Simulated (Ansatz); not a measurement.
BrH$_{7}$Si$_{4}$ (SMILES Br[SiH]1[SiH2][SiH2][SiH2]1)

```json
{"atom": "Br", "x (Å)": "2.1601", "y (Å)": "-2.0742", "z (Å)": "0.9353"}
{"atom": "Si", "x (Å)": "0.9234", "y (Å)": "-1.1111", "z (Å)": "-0.6124"}
{"atom": "Si", "x (Å)": "-1.2750", "y (Å)": "-0.9750", "z (Å)": "-0.0238"}
{"atom": "Si", "x (Å)": "-0.7628", "y (Å)": "1.0208", "z (Å)": "0.9703"}
{"atom": "Si", "x (Å)": "0.9854", "y (Å)": "1.1651", "z (Å)": "-0.4982"}
{"atom": "H", "x (Å)": "1.1822", "y (Å)": "-1.6838", "z (Å)": "-1.9627"}
{"atom": "H", "x (Å)": "-2.1742", "y (Å)": "-0.8061", "z (Å)": "-1.1993"}
{"atom": "H", "x (Å)": "-1.7499", "y (Å)": "-2.0304", "z (Å)": "0.9136"}
{"atom": "H", "x (Å)": "-0.3171", "y (Å)": "0.8629", "z (Å)": "2.3812"}
{"atom": "H", "x (Å)": "-1.7985", "y (Å)": "2.0767", "z (Å)": "0.7988"}
{"atom": "H", "x (Å)": "0.5939", "y (Å)": "1.8147", "z (Å)": "-1.7803"}
{"atom": "H", "x (Å)": "2.2327", "y (Å)": "1.7402", "z (Å)": "0.0777"}
```

Not at a stationary point (largest force 1.4 eV/Å).

These are results of Ansatz 0.2.0, SCF r2SCAN, Gaussian basis, not measurements.

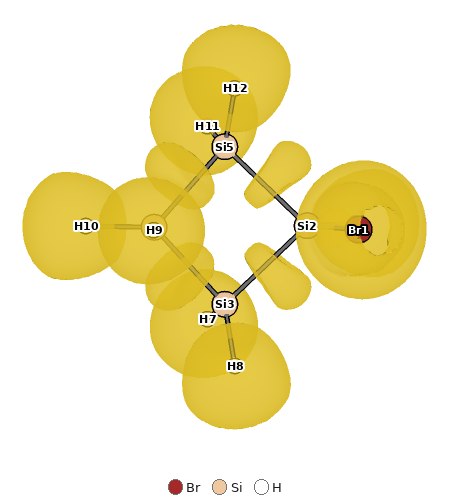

Figure 1. Isosurface of the electron localisation function at 0.8 (yellow), seen at a tilt. Only the valence region is drawn (cores and ρ < 0.01 e/Å³ removed).

### Where are the electrons localised?

The surface consists of one region between bonded Br–Si atoms (shared pairs), four regions between bonded Si–Si atoms (shared pairs), seven regions around hydrogen nuclei and one ring or bowl of non-bonding electrons around Br. Along the contacts the grid gives the following. Si–Br (2.20 Å): the ELF peaks at about 0.85 between the atoms: a shared but strongly polarised pair. Si–Si (2.28 Å): the ELF peaks at about 1 between the atoms; a covalent bond.

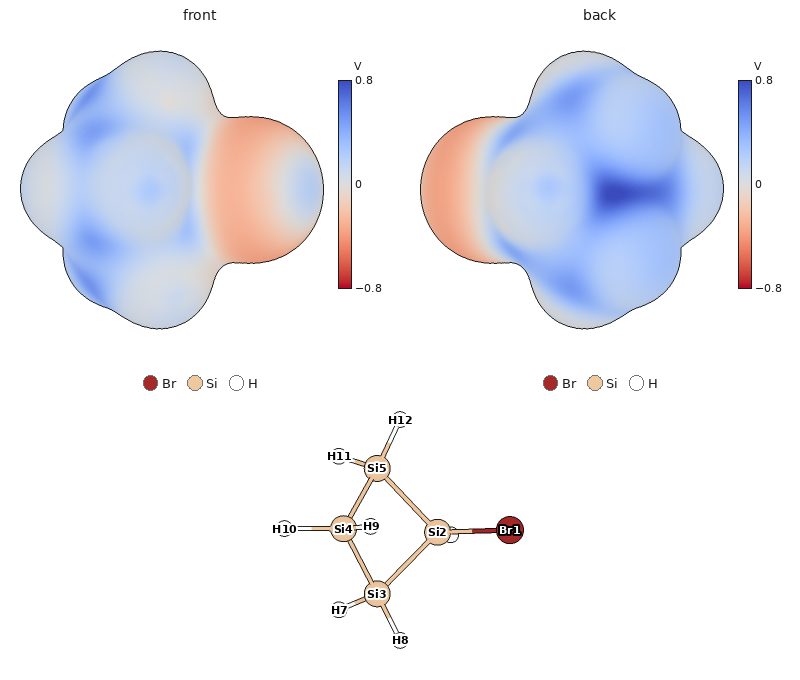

Figure 2. The molecular electrostatic potential painted on the density surface at 0.001 e/bohr³, seen from the front and from behind; red is negative and blue positive. The bare structure is drawn below in the same view.

### Describe the electrostatic potential map.

The most negative region (about −0.4 V) lies over Br1, the most positive (about +0.8 V) over Si2, Si3 and Si5. Br1 shows a σ-hole: about +0.2 V at the tip opposite its bond, against about −0.3 V on its flanks.

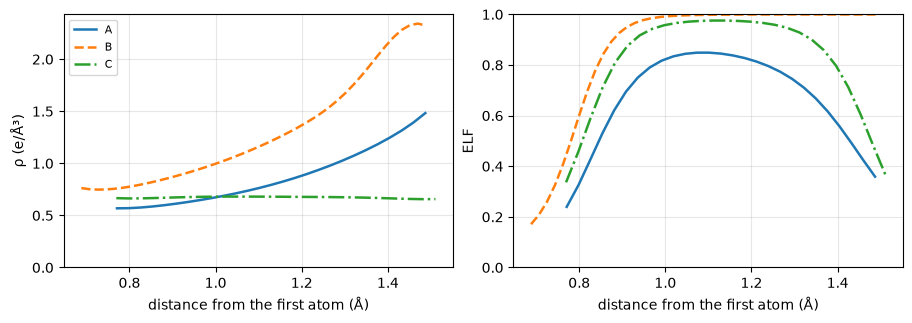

Figure 3. Electron density and ELF along straight lines between neighbouring atoms. The curves leave out the atomic cores.

### Which curve belongs to which contact (Si–Br, Si–H and Si–Si)? The first atom named is at distance zero.

Curve A: Si–Br (2.20 Å): ρ is about 0.76 e/Å³ halfway; the ELF peaks at about 0.85 between the atoms (a shared but strongly polarised pair). Curve B: Si–H (1.49 Å): ρ is about 0.75 e/Å³ halfway; the ELF climbs to about 1 towards the hydrogen, as it does in any bond to H. Curve C: Si–Si (2.28 Å): the density is about 0.68 e/Å³ at the midpoint; the ELF peaks at about 1 between the atoms (localised, covalent bonding).

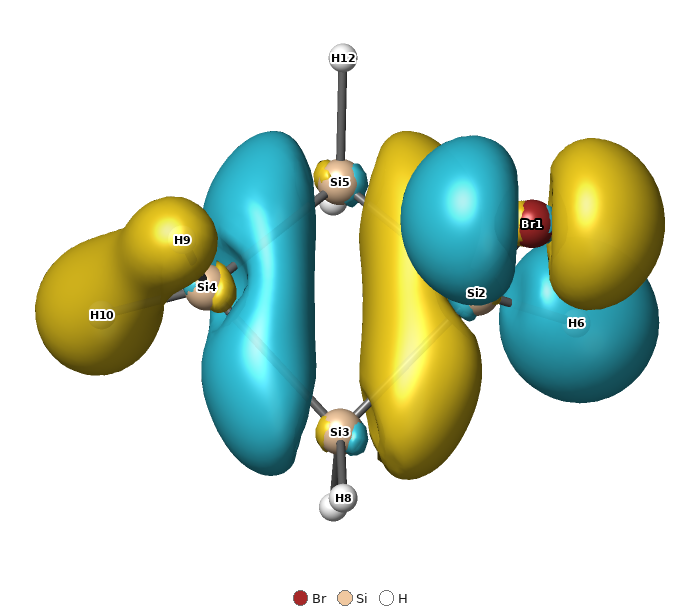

Figure 4. The HOMO−1 at ±0.1 Å⁻³ᐟ² (yellow and cyan are the two phases), seen at an oblique angle.

### What is the character of this orbital?

By Hirshfeld shares it lies mainly on Br1 (about 25 %), Si2 (about 15 %), Si4 (about 15 %), H6 (about 10 %), Si3 (about 10 %) and Si5 (about 10 %). Its energy is −6.96 eV.
